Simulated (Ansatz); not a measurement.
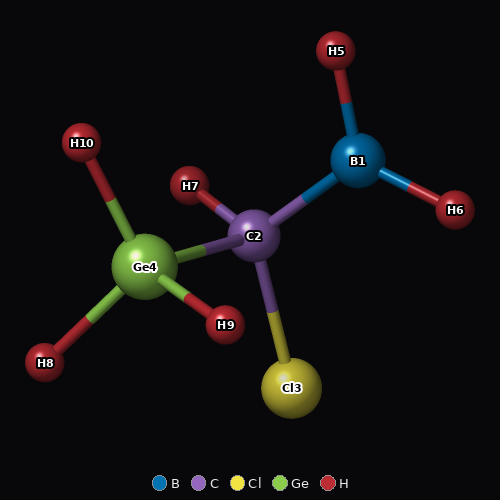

Two computed energy maps of CH6BClGe, SMILES B[CH](Cl)[GeH3]. The picture above is the structure of the first map.

Map 1

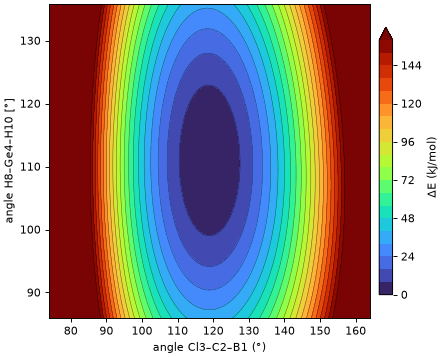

CH₆BClGe, SMILES B[CH](Cl)[GeH3]. The first coordinate is: angle Cl3–C2–B1; the second: angle H8–Ge4–H10. Nothing is relaxed (all other coordinates rigid). The grid has 9 × 9 points. Points are written as (first, second). All energies are given in kJ/mol relative to the lowest grid point. These are results of RKS PBE-D4/def2-SVP (Ansatz), not measurements.

The picture shows filled contours, one colour for all values above the top of the scale. Between grid points the surface is interpolated.

Map 2

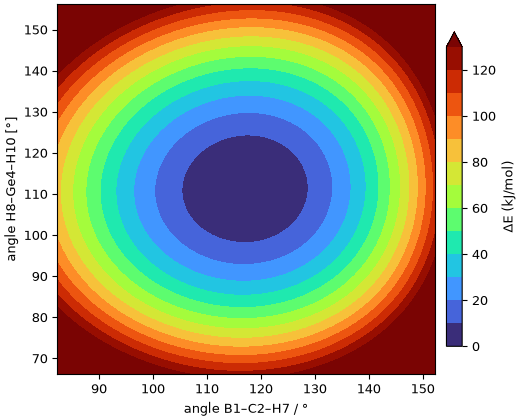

CH₆BClGe, SMILES B[CH](Cl)[GeH3]. The first coordinate is: angle B1–C2–H7; the second: angle H8–Ge4–H10. Nothing is relaxed (all other coordinates rigid). Grid: 11 × 11 points. Points are written as (first, second). Energies are in kJ/mol, from the relaxed molecule at the same level. The calculation used RKS PBE0-D4/def2-TZVP (Ansatz).

The picture shows filled contours, one colour for all values above the top of the scale. Between grid points the surface is interpolated.

Question: Summarise the maps one by one.

Answer: Map 1: The lowest grid point is at (118.9°, 110.9°). It is the only kind of minimum in the scanned range. The highest grid point, (73.9°, 135.9°), lies 405 kJ/mol above the lowest. Round the minimum the two coordinates are nearly uncoupled.
Map 2: The lowest grid point is at (117.3°, 111.2°), 0 kJ/mol from the relaxed molecule at the same level. It is the only kind of minimum in the scanned range. The highest grid point, (152.3°, 66.2°), lies 243 kJ/mol above the lowest. Round the minimum the two coordinates are nearly uncoupled.

Question: Maps 1, 2 start from a relaxed reference structure. Do they show a way to lower its energy?

Answer: No. In each of them the reference is the lowest point, within the accuracy of the grid, so it is stable against the distortions scanned (other distortions weren't tried).
